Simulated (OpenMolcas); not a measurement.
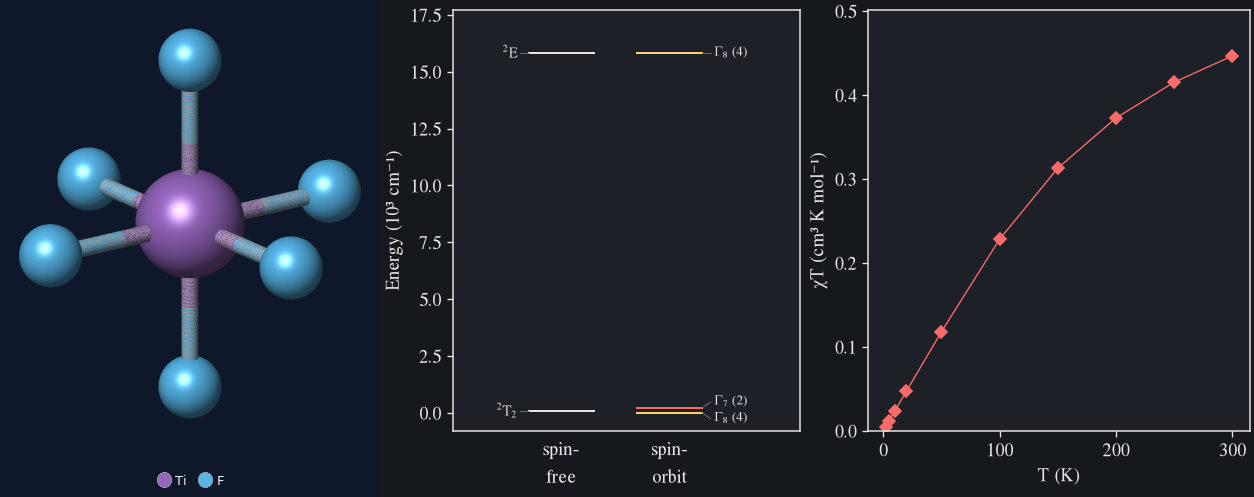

Ti³⁺ (3d) as a dopant in Cs₂NaYF₆, a cluster with its 6 nearest F⁻ at 2.004 Å (octahedron) embedded in model potentials and point charges; the geometry was set, not optimised, and its levels and susceptibility. Labels give the representation in O, Td, D4 or D3 as the site allows (double group for half-integer spin) where it could be assigned and, in brackets, the degeneracy; spin-free states, where drawn, share the zero of the spin-orbit levels. The calculation used state-averaged CASSCF, active space 1 electron in the shell 3d, basis ANO-RCC-VDZP on all atoms, DKH2 scalar Hamiltonian, spin-orbit coupling by RASSI with atomic mean-field integrals (OpenMolcas). Powder susceptibility by Van Vleck's formula.

Question: Describe the ground state and the low levels.

Answer: The ground level is Γ₈, 4-fold degenerate, 100 % from states of spin multiplicity 2. The next level lies at 217 cm⁻¹ (Γ₇). The lowest spin-free state is ²T₂; of the same spin there follows at 15,700 cm⁻¹ (²E) above it. A ligand-field fit to the spin-free states gives |10Dq| = 15,700 cm⁻¹. χT is close to 0 cm³ K mol⁻¹ at 2 K and 0.447 at 300 K, an effective moment of 1.89 μB. The active orbitals hold 89 to 96 % metal character (Löwdin), and the Mulliken charge of the metal is +2.19.

Known limits: the geometry is set by hand, with no relaxation and no charge compensation.
